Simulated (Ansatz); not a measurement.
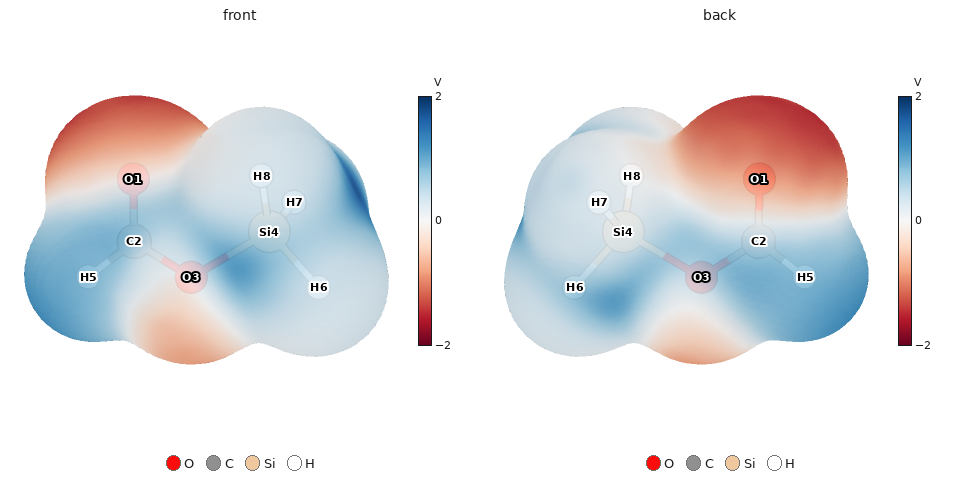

*CH₄O₂Si (SMILES O=CO[SiH3]). The electrostatic potential painted on the density surface at 0.002 e/bohr³, seen from the front and from behind; the colour scale runs from red (negative) to blue (positive).*

Computed with Ansatz, RKS B3LYP/6-31G*.

The calculation's input:

```
crystal:
  periodic: [false, false, false]
  atoms:
    - { symbol: O, position_ang: [1.5031, -0.2613, 1.3767] }
    - { symbol: C, position_ang: [1.4483, 0.3055, 0.2621] }
    - { symbol: O, position_ang: [0.3877, 0.4097, -0.6144] }
    - { symbol: Si, position_ang: [-1.0074, -0.1925, -0.2752] }
    - { symbol: H, position_ang: [2.339, 0.7822, -0.2016] }
    - { symbol: H, position_ang: [-1.9701, 0.0947, -1.4279] }
    - { symbol: H, position_ang: [-0.9871, -1.6725, -0.0915] }
    - { symbol: H, position_ang: [-1.6213, 0.4771, 0.9161] }
basis:
  gaussian: { orbitals: "6-31G*" }
hamiltonian:
  xc: b3lyp
relax:
  f_tol: 0.015
  max_steps: 40
output:
  orbitals: {}
```

Run with:

```sh
ansatz run input.yaml --threads 1 --pin off --max-ram 2048MiB --backend cpu --events-out ev --progress --plain --runs-dir out
```

The fields are those of the run's last geometry, not of the input's.

Q: Which sites attract a positive test charge, and which a negative one?

A: A positive charge is drawn to the negative regions and a negative charge to the positive ones. The most negative region (about −1.5 V) lies over O1, the most positive (about +1.6 V) over Si4. O1 is the likeliest acceptor of a hydrogen bond.
